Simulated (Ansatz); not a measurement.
# AlSiNH8 (SMILES [AlH3-][NH2+][SiH3]): PBE/def2-SVP

What is the vertical ionisation energy of AlSiNH8 at PBE/def2-SVP? 

Program for the calculation: Ansatz 0.2.0.

53 further runs of the same task are left out: 1 that didn't finish, 52 set aside as unsound or not needed.

## 1. The structure to begin with

AlSiNH8: 11 atoms, total charge 0, spin state singlet. As SMILES, `[AlH3-][NH2+][SiH3]`. Geometry: relaxed at PBE0-D4/def2-TZVP.

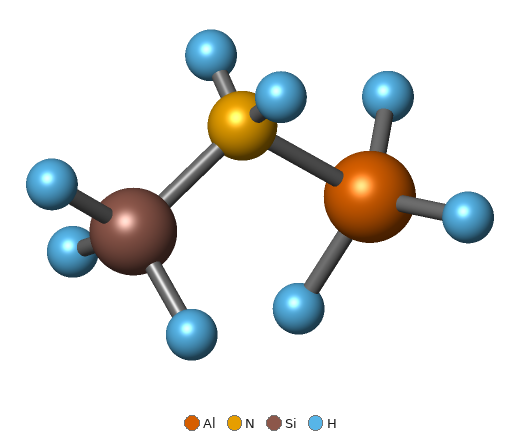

The structure, seen from a chosen angle (aluminium orange, nitrogen amber, silicon brown, hydrogen blue).

## 2. A single-point energy at PBE/def2-SVP

The input, run.yaml:

```yaml
crystal:
  periodic: [false, false, false]
  atoms:
    - {symbol: Al, position_ang: [-0.900100, 1.211100, -0.740800]}
    - {symbol: N, position_ang: [-0.028300, 0.143500, 0.802700]}
    - {symbol: Si, position_ang: [0.876200, -1.248700, 0.128600]}
    - {symbol: H, position_ang: [-0.721100, 0.091900, -1.882400]}
    - {symbol: H, position_ang: [0.093800, 2.465300, -0.806700]}
    - {symbol: H, position_ang: [-2.377200, 1.435300, -0.165100]}
    - {symbol: H, position_ang: [0.566700, 0.786500, 1.316700]}
    - {symbol: H, position_ang: [-0.768500, -0.144800, 1.435900]}
    - {symbol: H, position_ang: [1.651500, -1.882900, 1.228300]}
    - {symbol: H, position_ang: [1.794800, -0.716800, -0.896700]}
    - {symbol: H, position_ang: [-0.122500, -2.197400, -0.400100]}
basis:
  gaussian: {orbitals: def2-SVP}
hamiltonian: {xc: pbe}
accuracy: high
output: {orbitals: {seedname: orbitals}}
```

Run with:

```bash
$ ansatz run run.yaml --threads 1 --pin off --max-ram 3480MiB --events-out events.jsonl --progress --plain --runs-dir runs
```

Output:

```text
Warning: RAYON_NUM_THREADS=1 ignored (pool sized by the plan → 1); use --threads N
Functional definition: PBE
  name "PBE"
  parameter kappa = 0.804
  parameter beta = 0.06672455060314922
  exchange = pbe_x(kappa = kappa, mu = beta*pi^2/3)
  correlation = pbe_c(beta = beta)
2083 factors; integrals over basis functions are off by at most 3.8e-9 eV
mean field evaluation 1: about -16072.9586 eV, gradient 5.4e1 eV
mean field evaluation 2: about -16060.7331 eV, gradient 8.9e1 eV
mean field evaluation 4: about -16079.2197 eV, gradient 1.5e0 eV
mean field evaluation 8: about -16079.2238 eV, gradient 1.7e-2 eV
mean field evaluation 16: about -16079.2238 eV, gradient 4.6e-7 eV
mean field -16079.22384204 eV, -590.9005773055 hartree, gradient 2.4e-8 eV, S^2 0.000000; 0 other end points of the search recorded, 0 dependent functions left out
reference -16079.22384627 eV, -590.9005774611 hartree; 21, 21 occupied and 69, 69 virtual orbitals, 2083 factors
Total energy: -16079.22384627 eV, -590.9005774611 hartree
```

It took 9 s on 1 thread of Intel Xeon Platinum 8488C (Sapphire Rapids), shared host; peak memory 0.26 GiB.

## 3. The doublet cation

The input, in.yaml:

```yaml
crystal:
  periodic: [false, false, false]
  atoms:
    - {symbol: Al, position_ang: [-0.900100, 1.211100, -0.740800]}
    - {symbol: N, position_ang: [-0.028300, 0.143500, 0.802700]}
    - {symbol: Si, position_ang: [0.876200, -1.248700, 0.128600]}
    - {symbol: H, position_ang: [-0.721100, 0.091900, -1.882400]}
    - {symbol: H, position_ang: [0.093800, 2.465300, -0.806700]}
    - {symbol: H, position_ang: [-2.377200, 1.435300, -0.165100]}
    - {symbol: H, position_ang: [0.566700, 0.786500, 1.316700]}
    - {symbol: H, position_ang: [-0.768500, -0.144800, 1.435900]}
    - {symbol: H, position_ang: [1.651500, -1.882900, 1.228300]}
    - {symbol: H, position_ang: [1.794800, -0.716800, -0.896700]}
    - {symbol: H, position_ang: [-0.122500, -2.197400, -0.400100]}
basis:
  gaussian: {orbitals: def2-SVP}
total_charge: 1
magnetization: {spin_polarized: true, initial_magnetization: 1}
hamiltonian: {xc: pbe}
accuracy: high
output: {orbitals: {seedname: orbitals}}
```

Run with:

```bash
$ ansatz run in.yaml --threads 1 --pin off --max-ram 3480MiB --events-out events.jsonl --progress --plain --runs-dir runs
```

Output, shortened:

```text
Warning: RAYON_NUM_THREADS=1 ignored (pool sized by the plan → 1); use --threads N
[... 6 set-up lines as earlier in the session ...]
2082 factors; integrals over basis functions are off by at most 3.8e-9 eV
mean field evaluation 1: about -16056.3016 eV, gradient 5.6e1 eV
mean field evaluation 2: about -16009.2715 eV, gradient 9.7e1 eV
mean field evaluation 4: about -16067.0051 eV, gradient 1.6e1 eV
mean field evaluation 8: about -16069.6606 eV, gradient 4.0e0 eV
mean field evaluation 16: about -16069.8941 eV, gradient 4.2e-2 eV
mean field evaluation 32: about -16069.8003 eV, gradient 8.6e-3 eV
mean field -16069.89418499 eV, -590.5577187330 hartree, gradient 1.8e-8 eV, S^2 0.754738; 5 other end points of the search recorded, 0 dependent functions left out
reference -16069.89418934 eV, -590.5577188928 hartree; 21, 20 occupied and 69, 70 virtual orbitals, 2082 factors
Total energy: -16069.89418934 eV, -590.5577188928 hartree
```

Run time: 33 s. Hardware: 1 thread of Intel Xeon Platinum 8488C (Sapphire Rapids), shared host; peak memory 0.35 GiB.

## 4. Results

Level: PBE/def2-SVP.

| quantity | value |
| --- | --- |
| singlet AlSiNH8: total energy | -590.90058 Eh |
| singlet AlSiNH8: HOMO energy | -6.18 eV |
| singlet AlSiNH8: LUMO energy | -1.22 eV |
| singlet AlSiNH8: HOMO–LUMO gap | 4.96 eV |
| doublet cation: total energy | -590.55772 Eh |
| doublet cation: HOMO energy (highest over α and β) | -12.16 eV |
| doublet cation: ⟨S²⟩ | 0.755 |
| vertical ionisation energy (to the doublet cation) | 9.330 eV |

In words: The vertical ionisation energy comes to 9.33 eV (215 kcal/mol). −ε(HOMO) before ionisation, 6.18 eV, is 3.15 eV below this ionisation energy.
